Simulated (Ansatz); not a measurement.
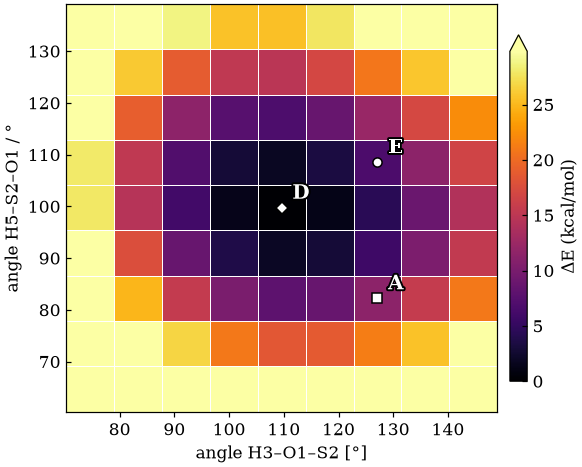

H₃OS, SMILES O[SH2+], charge +1. First axis: angle H3–O1–S2. Second axis: angle H5–S2–O1. Nothing is relaxed (all other coordinates rigid). The scan uses a 9 × 9 grid. Points are written as (first, second). Energies are in kcal/mol, from the lowest grid point. Theory: RHF-MP2, frozen core/def2-TZVP in Ansatz 0.2.0.

In the figure: one coloured cell a grid point, one colour for all values above the top of the scale, lettered points.

Q: Is D the lowest point of the computed grid?

A: Yes. D, at (109.6°, 99.7°), has the lowest energy of the grid.

Q: What kind of point is each of A, D, E: minimum, saddle, maximum or slope?

A: A: on a slope; D: minimum; E: on a slope. (In these two coordinates alone; a stationary point may lie a little off the grid point.)

Q: Rank the lettered points by energy, lowest first.

A: D (0.0 kcal/mol), E (6.7 kcal/mol), A (11.4 kcal/mol).
